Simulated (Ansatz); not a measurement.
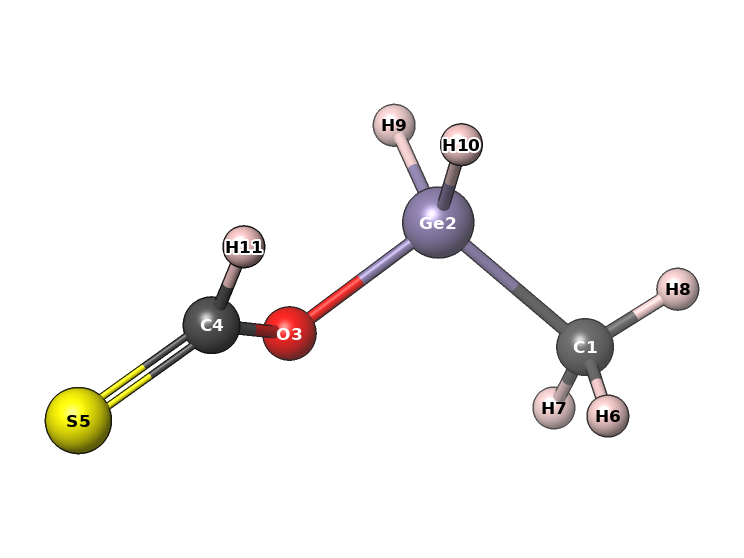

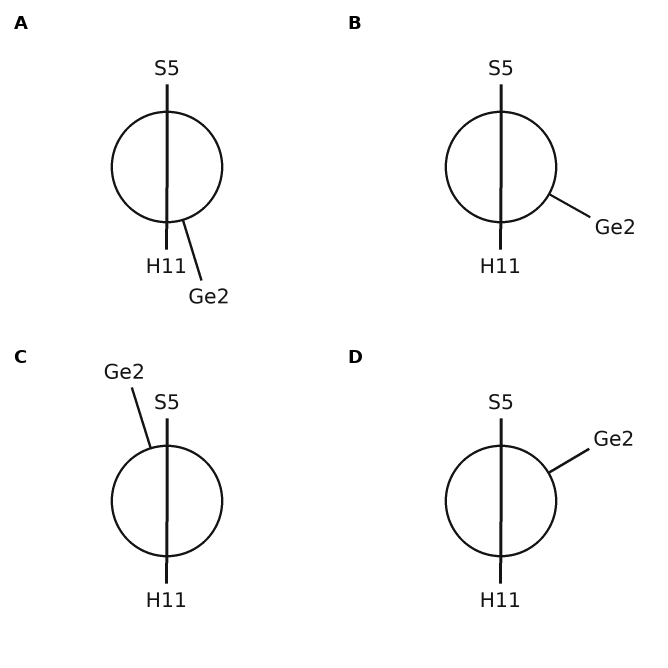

Depth is shown by fading: the farther an atom, the more it takes the colour of the background. Bonds that would overlap in a projection are set slightly apart. Computed geometry: PBE0-D4/def2-TZVP optimisation. No frequency run is at hand to confirm it as a minimum.

Which Newman projection shows the view along C4–O3, with C4 in front?

A. The torsion angle S5–C4–O3–Ge2 is 179°, antiperiplanar (anti).
